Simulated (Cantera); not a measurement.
Feed: 1 mol CCl4, 0.068 mol H2, at 133 Pa.

These are equilibrium values from Cantera (NASA tables, ideal gas, pure condensed phases), not measurements of a reactor. Candidate condensed phases: C, C6H6, C7H8, C8H18; 91 gas species. The tables' values for CCl are old estimates; treat these amounts as uncertain. Kinetics and transport are ignored.

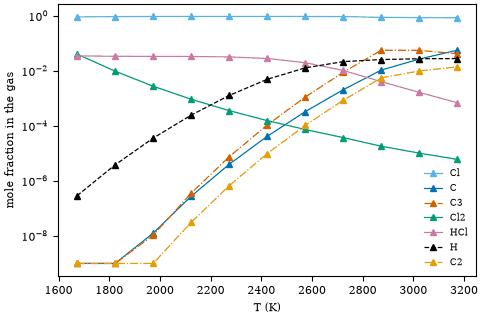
Figure. Equilibrium gas composition (values under 1e-9 drawn at 1e-9)

**Question.** Read off the mole fractions at 2273 K.

**Answer.** Cl about 0.97, HCl about 0.033, H about 0.0013, Cl2 about 0.00036, C3 about 7.6e-6, C about 4.0e-6, C2 about 6.7e-7.
